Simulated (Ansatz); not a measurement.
**C2H6Si: ionisation energy by level of theory**

Aim: the vertical ionisation energy of C2H6Si, as cation minus neutral at the neutral's geometry, on several levels, and how well −ε(HOMO) stands in for it.

Program: Ansatz 0.2.0, Gaussian basis. Level of theory: unrestricted cation, the program's frozen cores in correlated methods. These are calculated values, not measurements.

The runs, in order: UKS PBE-D4/def2-TZVPP; UKS r2SCAN-D4/def2-TZVPP; UKS PBE0-D4/def2-TZVPP; UKS B3LYP-D4/def2-TZVPP; UKS wB97X-V/def2-TZVPP; UKS wB97M-V/def2-TZVPP; UKS B2PLYP/def2-TZVPP; UHF-CCSD(T)/def2-TZVPP; UHF-MP2/def2-QZVPP; extrapolation to the limit; then −ε(HOMO) from the neutral's earlier runs with LDA (SPW92), PBE-D4, revPBE-D4, BLYP-D4, r2SCAN-D4, B97M-V, PBE0-D4, B3LYP-D4, r2SCANh-D4, r2SCAN0-D4, HSE06-D4, BHLYP-D4, CAM-B3LYP-D4, LC-ωPBE, ωB97X-V, ωB97M-V.

**1. The geometry**

All runs share one geometry, relaxed beforehand with PBE0-D4 in a triple-zeta def2 set.

SMILES `C1C[SiH2]1`, 9 atoms, charge 0, spin multiplicity 1.

Atoms are counted from 1 here; the program's logs count them from 0.

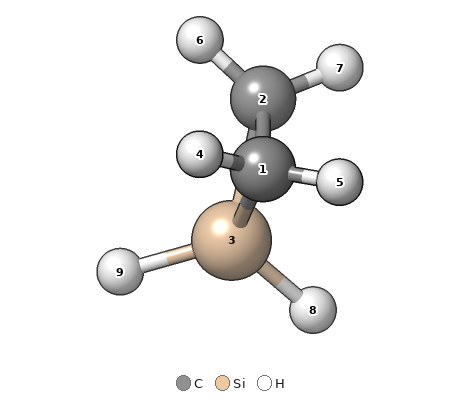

The structure; carbon grey, silicon light orange, hydrogen white; atoms are numbered from 1 in the order of the file.

As a file:

```tsv
atom	x (Å)	y (Å)	z (Å)
C1	-0.24548	-0.16630	-0.91597
C2	0.97227	-0.00772	0.01755
Si3	-0.66697	0.15155	0.85437
H4	-0.40870	-1.15584	-1.32994
H5	-0.39805	0.62222	-1.64547
H6	1.56774	-0.89881	0.18665
H7	1.57981	0.87893	-0.13054
H8	-1.14890	1.49041	1.25448
H9	-1.16322	-0.96082	1.69177
```

**2. Cation, UKS PBE-D4/def2-TZVPP**

File in.yaml:

```yaml
crystal:
  periodic: [false, false, false]
  atoms:
    - {symbol: C, position_ang: [-0.245478, -0.166303, -0.915968]}
    - {symbol: C, position_ang: [0.972272, -0.007723, 0.017554]}
    - {symbol: Si, position_ang: [-0.666974, 0.151549, 0.854371]}
    - {symbol: H, position_ang: [-0.408704, -1.155840, -1.329937]}
    - {symbol: H, position_ang: [-0.398047, 0.622216, -1.645474]}
    - {symbol: H, position_ang: [1.567738, -0.898812, 0.186652]}
    - {symbol: H, position_ang: [1.579810, 0.878930, -0.130543]}
    - {symbol: H, position_ang: [-1.148896, 1.490408, 1.254478]}
    - {symbol: H, position_ang: [-1.163219, -0.960823, 1.691768]}
basis:
  gaussian: {orbitals: def2-TZVPP}
total_charge: 1
magnetization: {spin_polarized: true, initial_magnetization: 1}
hamiltonian: {xc: pbe, dispersion: d4}
```

Started as:

```sh
$ ansatz run in.yaml --threads 2 --pin off --events-out ev --progress --plain --max-ram 4352MiB
```

Log:

```text
Functional definition: PBE
  name "PBE"
  cite "Perdew, Burke & Ernzerhof, Phys. Rev. Lett. 77, 3865 (1996) doi:10.1103/PhysRevLett.77.3865"
  parent pbe
  parameter kappa = 0.804
  parameter beta = 0.06672455060314922
  exchange = pbe_x(kappa = kappa, mu = beta*pi^2/3)
  correlation = pbe_c(beta = beta)
1002 factors; their error is unknown
mean field evaluation 1: about -10002.1689 eV, gradient 7.5e1 eV
mean field evaluation 2: about -9815.7507 eV, gradient 1.5e2 eV
mean field evaluation 4: about -10032.2860 eV, gradient 1.1e1 eV
mean field evaluation 8: about -10033.0877 eV, gradient 3.4e-1 eV
mean field evaluation 16: about -10033.0880 eV, gradient 3.9e-5 eV
mean field -10033.08800970 eV, -368.7091836850 hartree, gradient 3.9e-5 eV, S^2 0.752532; 1 other end points of the search recorded, 0 dependent functions left out
reference -10033.08805038 eV, -368.7091851800 hartree; 16, 15 occupied and 172, 173 virtual orbitals, 1002 factors
Total energy: -10033.20269436 eV, -368.7133982687 hartree
```

Wall time 4.1 s (2 threads of Intel Xeon Platinum 8175M at 2.50GHz, shared host).

The neutral molecule at this level: -10042.2850 eV. Difference: 9.082 eV. ⟨S²⟩ = 0.753.

**3. Cation, UKS r2SCAN-D4/def2-TZVPP**

in.yaml: that of step 2 with these lines changed.

```diff
@@ -16,2 +16,2 @@
 magnetization: {spin_polarized: true, initial_magnetization: 1}
-hamiltonian: {xc: pbe, dispersion: d4}
+hamiltonian: {xc: r2scan, dispersion: d4}
```

Same command.

Log:

```text
Functional definition: r2SCAN
  name "r2SCAN"
  cite "Furness, Kaplan, Ning, Perdew & Sun, J. Phys. Chem. Lett. 11, 8208 (2020) doi:10.1021/acs.jpclett.0c02405"
  cite "Furness, Kaplan, Ning, Perdew & Sun, J. Phys. Chem. Lett. 11, 9248 (2020) doi:10.1021/acs.jpclett.0c03077"
  parent r2scan
  parameter k0 = 0.174
  parameter k1 = 0.065
  parameter a1 = 4.9479
  exchange = r2scan_x(k0 = k0, k1 = k1, a1 = a1)
  correlation = r2scan_c
1002 factors; their error is unknown
mean field evaluation 1: about -10011.2940 eV, gradient 6.9e1 eV
mean field evaluation 2: about -9855.9123 eV, gradient 1.4e2 eV
mean field evaluation 4: about -10037.7052 eV, gradient 9.2e0 eV
mean field evaluation 8: about -10038.1993 eV, gradient 3.7e-1 eV
mean field evaluation 16: about -10038.1997 eV, gradient 2.1e-4 eV
mean field -10038.19974270 eV, -368.8970364082 hartree, gradient 4.5e-5 eV, S^2 0.755384; 3 other end points of the search recorded, 0 dependent functions left out
reference -10038.19975671 eV, -368.8970369229 hartree; 16, 15 occupied and 172, 173 virtual orbitals, 1002 factors
Total energy: -10038.22580985 eV, -368.8979943581 hartree
```

It took 8 s on 2 threads of Intel Xeon Platinum 8175M at 2.50GHz, shared host.

Less the neutral's -10047.2922 eV (earlier run), this gives 9.066 eV. ⟨S²⟩ = 0.755.

**4. Cation, UKS PBE0-D4/def2-TZVPP**

in.yaml: that of step 3 with these lines changed.

```diff
@@ -16,2 +16,2 @@
 magnetization: {spin_polarized: true, initial_magnetization: 1}
-hamiltonian: {xc: r2scan, dispersion: d4}
+hamiltonian: {xc: pbe0, dispersion: d4}
```

Same command.

Log:

```text
Functional definition: PBE0
  name "PBE0"
  cite "Adamo & Barone, J. Chem. Phys. 110, 6158 (1999) doi:10.1063/1.478522"
  cite "Perdew, Burke & Ernzerhof, Phys. Rev. Lett. 77, 3865 (1996) doi:10.1103/PhysRevLett.77.3865"
  parent pbe
  parameter a = 0.25
  parameter kappa = 0.804
  parameter beta = 0.06672455060314922
  exchange = (1 - a)*pbe_x(kappa = kappa, mu = beta*pi^2/3) + a*exact_x
  correlation = pbe_c(beta = beta)
1005 factors; their error is unknown
mean field evaluation 1: about -10010.6797 eV, gradient 6.4e1 eV
mean field evaluation 2: about -9924.7311 eV, gradient 1.2e2 eV
mean field evaluation 4: about -10032.8675 eV, gradient 1.3e1 eV
mean field evaluation 8: about -10034.2339 eV, gradient 1.6e-1 eV
mean field evaluation 16: about -10034.2402 eV, gradient 6.3e-3 eV
mean field -10034.24023209 eV, -368.7515270769 hartree, gradient 4.9e-5 eV, S^2 0.753889; 2 other end points of the search recorded, 0 dependent functions left out
reference -10034.24026275 eV, -368.7515282038 hartree; 16, 15 occupied and 172, 173 virtual orbitals, 1005 factors
Total energy: -10034.33507784 eV, -368.7550125939 hartree
```

It took 6 s on 2 threads of Intel Xeon Platinum 8175M at 2.50GHz, shared host; peak memory 0.44 GiB.

Less the neutral's -10043.4566 eV (earlier run), this gives 9.122 eV. ⟨S²⟩ = 0.754.

**5. Cation, UKS B3LYP-D4/def2-TZVPP**

in.yaml: that of step 4 with these lines changed.

```diff
@@ -16,2 +16,2 @@
 magnetization: {spin_polarized: true, initial_magnetization: 1}
-hamiltonian: {xc: pbe0, dispersion: d4}
+hamiltonian: {xc: {name: B3LYP}, dispersion: d4}
```

Same command.

Log, shortened:

```text
Functional definition: B3LYP
  name "B3LYP"
  cite "Stephens, Devlin, Chabalowski & Frisch, J. Phys. Chem. 98, 11623 (1994) doi:10.1021/j100096a001"
  cite "Becke, Phys. Rev. A 38, 3098 (1988) doi:10.1103/PhysRevA.38.3098"
  cite "Lee, Yang & Parr, Phys. Rev. B 37, 785 (1988) doi:10.1103/PhysRevB.37.785"
  cite "Vosko, Wilk & Nusair, Can. J. Phys. 58, 1200 (1980) doi:10.1139/p80-159"
[...]
1005 factors; their error is unknown
[...]
mean field -10040.98903106 eV, -368.9995408647 hartree, gradient 2.6e-5 eV, S^2 0.752892; 2 other end points of the search recorded, 0 dependent functions left out
reference -10040.98927901 eV, -368.9995499767 hartree; 16, 15 occupied and 172, 173 virtual orbitals, 1005 factors
Total energy: -10041.17584175 eV, -369.0064060308 hartree
```

Wall time 5.5 s (2 threads of Intel Xeon Platinum 8175M at 2.50GHz, shared host); peak memory 0.44 GiB.

The neutral molecule at this level: -10050.3550 eV. Difference: 9.179 eV. ⟨S²⟩ = 0.753.

**6. Cation, UKS wB97X-V/def2-TZVPP**

in.yaml: that of step 5 with these lines changed.

```diff
@@ -16,2 +16,2 @@
 magnetization: {spin_polarized: true, initial_magnetization: 1}
-hamiltonian: {xc: {name: B3LYP}, dispersion: d4}
+hamiltonian: {xc: {name: wB97X-V}}
```

The command is unchanged.

Log, shortened:

```text
Functional definition: wB97X-V
  name "wB97X-V"
  cite "Mardirossian & Head-Gordon, Phys. Chem. Chem. Phys. 16, 9904 (2014) doi:10.1039/C3CP54374A"
  cite "Becke, J. Chem. Phys. 107, 8554 (1997) doi:10.1063/1.475007"
  cite "Vydrov & Van Voorhis, J. Chem. Phys. 133, 244103 (2010) doi:10.1063/1.3521275"
[...]
      + integral(e_c_pw_opposite_spin*poly(b97_u_opposite, cos0, cos1)) + vv10(b, c)
1005 factors; their error is unknown
256 factors; integrals over basis functions are off by at most 1.1e-5 eV
[...]
mean field -10038.35767215 eV, -368.9028402084 hartree, gradient 1.7e-5 eV, S^2 0.753089; 2 other end points of the search recorded, 0 dependent functions left out
reference -10038.35767040 eV, -368.9028401440 hartree; 16, 15 occupied and 172, 173 virtual orbitals, 1005 factors
Total energy: -10038.35767040 eV, -368.9028401440 hartree
```

It took 15 s on 2 threads of Intel Xeon Platinum 8175M at 2.50GHz, shared host; peak memory 0.59 GiB.

The neutral molecule at this level: -10047.5105 eV. Difference: 9.153 eV. ⟨S²⟩ = 0.753.

**7. Cation, UKS wB97M-V/def2-TZVPP**

in.yaml: that of step 6 with these lines changed.

```diff
@@ -16,2 +16,2 @@
 magnetization: {spin_polarized: true, initial_magnetization: 1}
-hamiltonian: {xc: {name: wB97X-V}}
+hamiltonian: {xc: {name: wB97M-V}}
```

Launched as before.

Log, shortened:

```text
Functional definition: wB97M-V
  name "wB97M-V"
  cite "Mardirossian & Head-Gordon, J. Chem. Phys. 144, 214110 (2016) doi:10.1063/1.4952647"
  cite "Becke, J. Chem. Phys. 107, 8554 (1997) doi:10.1063/1.475007"
  cite "Vydrov & Van Voorhis, J. Chem. Phys. 133, 244103 (2010) doi:10.1063/1.3521275"
  # Of w^i u^j: cxij and so on, Table III.
[...]
  gx(w, u) = 1 - cx + cx01*u + cx10*w
  gss(w, u) = css00 + css04*u^4 + css10*w + css20*w^2 + css43*w^4*u^3
  gos(w, u) = cos00 + cos10*w + (cos20 + cos21*u)*w^2 + (cos60 + cos61*u)*w^6
[...]
      + integral(e_c_pw_mod_opposite_spin*gos(b97_w_opposite, b97_u_opposite)) + vv10(b, c)
1005 factors; their error is unknown
256 factors; integrals over basis functions are off by at most 1.1e-5 eV
[...]
mean field -10038.20600732 eV, -368.8972666285 hartree, gradient 2.0e-5 eV, S^2 0.752131; 2 other end points of the search recorded, 0 dependent functions left out
reference -10038.20605395 eV, -368.8972683423 hartree; 16, 15 occupied and 172, 173 virtual orbitals, 1005 factors
Total energy: -10038.20605395 eV, -368.8972683423 hartree
```

Wall time 15 s (2 threads of Intel Xeon Platinum 8175M at 2.50GHz, shared host); peak memory 0.64 GiB.

The neutral molecule at this level: -10047.3802 eV. Difference: 9.174 eV. ⟨S²⟩ = 0.752.

**8. Cation, UKS B2PLYP (frozen core)/def2-TZVPP**

in.yaml: that of step 7 with these lines changed.

```diff
@@ -16,2 +16,2 @@
 magnetization: {spin_polarized: true, initial_magnetization: 1}
-hamiltonian: {xc: {name: wB97M-V}}
+hamiltonian: {xc: {name: B2PLYP}}
```

The command is unchanged.

Log, shortened:

```text
Functional definition: B2PLYP
  name "B2PLYP"
  cite "Grimme, J. Chem. Phys. 124, 034108 (2006) doi:10.1063/1.2148954"
  cite "Becke, Phys. Rev. A 38, 3098 (1988) doi:10.1103/PhysRevA.38.3098"
  cite "Lee, Yang & Parr, Phys. Rev. B 37, 785 (1988) doi:10.1103/PhysRevB.37.785"
[...]
1072 factors; integrals over basis functions are off by at most 1.1e-3 eV
[...]
mean field -10030.89369306 eV, -368.6285440360 hartree, gradient 4.4e-6 eV, S^2 0.755944; 4 other end points of the search recorded, 0 dependent functions left out
7 core orbitals not correlated: weight in the atoms' cores, before any rotation towards them, 1.000 or more for the frozen orbitals, at most 0.000 for the correlated occupied ones
reference -10030.89385027 eV, -368.6285498133 hartree; 9, 8 occupied and 172, 173 virtual orbitals, 1072 factors
second order -14.43191647 eV of doubles, -0.00000000 eV of singles
Total energy: -10034.79046772 eV, -368.7717478633 hartree
```

Run time: 23 s. Hardware: 2 threads of Intel Xeon Platinum 8175M at 2.50GHz, shared host; peak memory 0.62 GiB.

The neutral molecule at this level: -10043.8956 eV. Difference: 9.105 eV. ⟨S²⟩ = 0.756.

**9. Cation, UHF-CCSD(T)/def2-TZVPP**

in.yaml: that of step 8 with these lines changed.

```diff
@@ -16,2 +16,3 @@
 magnetization: {spin_polarized: true, initial_magnetization: 1}
-hamiltonian: {xc: {name: B2PLYP}}
+correlation: {method: ccsd_t}
+scf: {omitted_lower_state_checks: [cluster_reference]}
```

Launched as before.

Log, shortened:

```text
Functional definition: HF
  name "HF"
  cite "Fock, Z. Phys. 61, 126 (1930) doi:10.1007/BF01340294"
  parent pbe
[...]
1072 factors; integrals over basis functions are off by at most 1.1e-3 eV
[...]
mean field -10009.68725385 eV, -367.8492217694 hartree, gradient 4.3e-6 eV, S^2 0.763263; 3 other end points of the search recorded, 0 dependent functions left out
7 core orbitals not correlated: weight in the atoms' cores, before any rotation towards them, 1.000 or more for the frozen orbitals, at most 0.000 for the correlated occupied ones
reference -10009.68725385 eV, -367.8492217694 hartree; 9, 8 occupied and 172, 173 virtual orbitals, 1072 factors
second order -11.80382272 eV of doubles, -0.00000000 eV of singles
cycle   1  -12.48782818 eV  change   -6.8e-1 eV  update   7.6e-2
[...]
cycle   9  -12.90557038 eV  change    8.0e-6 eV  update   1.2e-5
perturbative correction -0.51799897 eV, -0.0190361111 hartree
Total energy: -10023.11082321 eV, -368.3425288444 hartree
Checks for a lower state left out: cluster_reference
```

Run time: 4.6 min. Hardware: 2 threads of Intel Xeon Platinum 8175M at 2.50GHz, shared host; peak memory 1.9 GiB.

Less the neutral's -10032.3063 eV (earlier run), this gives 9.195 eV. ⟨S²⟩ = 0.763. T1 = 0.012 (report).

**10. Cation, UHF-MP2/def2-QZVPP**

in.yaml: that of step 9 with these lines changed.

```diff
@@ -13,6 +13,6 @@
 basis:
-  gaussian: {orbitals: def2-TZVPP}
+  gaussian: {orbitals: "def2-QZVPP.json"}
 total_charge: 1
 magnetization: {spin_polarized: true, initial_magnetization: 1}
-correlation: {method: ccsd_t}
+correlation: {method: mp2}
 scf: {omitted_lower_state_checks: [cluster_reference]}
```

The command is unchanged.

Log, shortened:

```text
Functional definition: HF
  name "HF"
  cite "Fock, Z. Phys. 61, 126 (1930) doi:10.1007/BF01340294"
  parent pbe
[...]
2132 factors; integrals over basis functions are off by at most 7.1e-4 eV
[...]
mean field -10010.04149281 eV, -367.8622398109 hartree, gradient 2.5e-6 eV, S^2 0.763528; 4 other end points of the search recorded, 0 dependent functions left out
7 core orbitals not correlated: weight in the atoms' cores, before any rotation towards them, 1.000 or more for the frozen orbitals, at most 0.000 for the correlated occupied ones
reference -10010.04149281 eV, -367.8622398109 hartree; 9, 8 occupied and 348, 349 virtual orbitals, 2132 factors
second order -12.55984291 eV of doubles, -0.00000000 eV of singles
Total energy: -10022.60133572 eV, -368.3238055244 hartree
Checks for a lower state left out: cluster_reference
```

Run time: 58 s. Hardware: 2 threads of Intel Xeon Platinum 8175M at 2.50GHz, shared host; peak memory 1.6 GiB.

Less the neutral's -10031.8761 eV (earlier run), this gives 9.275 eV. ⟨S²⟩ = 0.764.

**11. From triple and quadruple zeta to the limit**

No new run: Hartree-Fock is extrapolated as exp(−7.88√X) and correlation as X^−2.97, with X = 3 and 4; only MP2 was run in the larger set, so CCSD(T) minus MP2 is added from the smaller one.

```tsv
level	energy at the limit (eV)
HF	-10010.0903
MP2	-10023.2101
CCSD	-10024.3119
CCSD(T)	-10024.8299
```

The neutral's limit, from its own earlier runs, is -10034.1333 eV in the additive form (MP2 limit plus CCSD(T) minus MP2 in triple zeta), in which the cation has -10024.8299 eV.

**12. The ladder**

Differences are taken before rounding.

```tsv
method	ionisation energy (eV)	from CCSD(T)/CBS (eV)	time
PBE-D4	9.08	-0.22	6.7 s
r2SCAN-D4	9.07	-0.24	12 s
PBE0-D4	9.12	-0.18	8.5 s
B3LYP-D4	9.18	-0.12	9.1 s
ωB97X-V	9.15	-0.15	22 s
ωB97M-V	9.17	-0.13	23 s
B2PLYP	9.11	-0.20	27 s
HF/def2-TZVPP	8.19	-1.11	
MP2/def2-TZVPP	9.22	-0.09	
CCSD/def2-TZVPP	9.14	-0.16	
CCSD(T)/def2-TZVPP	9.20	-0.11	5 min
CCSD(T)/CBS	9.30	0	6.2 min
```

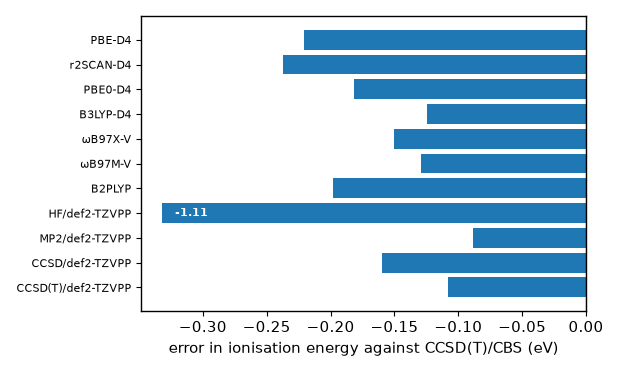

Error of each method against CCSD(T)/CBS. Bars with a number in them are cut short.

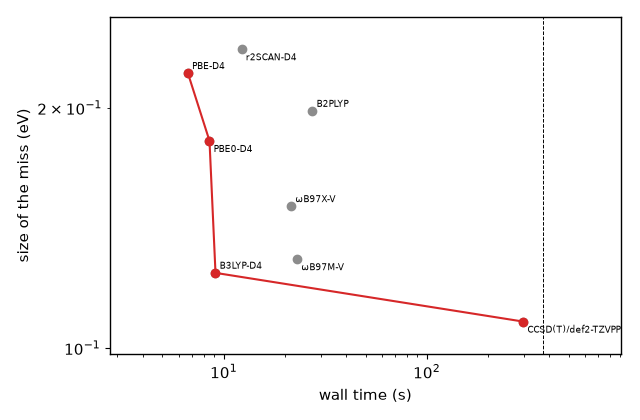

Accuracy for the time spent; red marks the levels that beat every quicker one drawn (of those quicker than the yardstick), and the dashed line is the time of CCSD(T)/CBS. Times are from a shared host.

Times add the cation's run and the neutral's; HF, MP2 and CCSD come out of the CCSD(T) runs.

For comparison, −ε(HOMO) of the neutral from earlier runs:

```tsv
functional	−ε(HOMO) (eV)	by energy difference (eV)
LDA (SPW92)	5.94	
PBE-D4	5.81	9.08
revPBE-D4	5.76	
BLYP-D4	5.66	
r2SCAN-D4	6.00	9.07
B97M-V	6.06	
PBE0-D4	6.92	9.12
B3LYP-D4	6.71	9.18
r2SCANh-D4	6.42	
r2SCAN0-D4	7.05	
HSE06-D4	6.52	
BHLYP-D4	7.91	
CAM-B3LYP-D4	8.23	
LC-ωPBE	9.58	
ωB97X-V	9.22	9.15
ωB97M-V	9.09	9.17
```

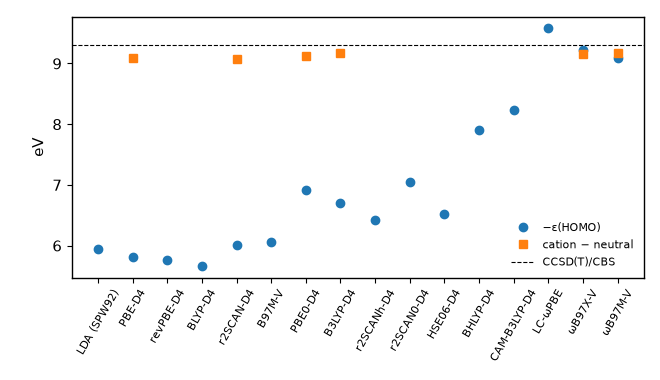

Orbital estimates and energy differences by functional.

**13. Results**

| quantity | value |
| --- | --- |
| ionisation energy, CCSD(T)/CBS | 9.30 eV |
| nearest functional by difference | B3LYP-D4 (-0.12 eV) |
| nearest −ε(HOMO) | ωB97X-V (-0.08 eV) |
| −ε(HOMO) of PBE | 5.81 eV |
| T1 of the cation | 0.012 |

What this shows: Energy differences with functionals land within 0.24 eV of the reference. The PBE orbital energy is 3.5 eV too small: a semilocal HOMO is no ionisation energy. Among orbital estimates ωB97X-V comes nearest. Hartree-Fock falls 1.11 eV short, as the neutral has more correlation energy than the cation.

CCSD(T)/def2-TZVPP reaches 0.11 eV from the reference in 5 min, where CCSD(T)/CBS took 6.2 min; the quickest level in the cost chart, PBE-D4, takes 6.7 s and misses by 0.22 eV.
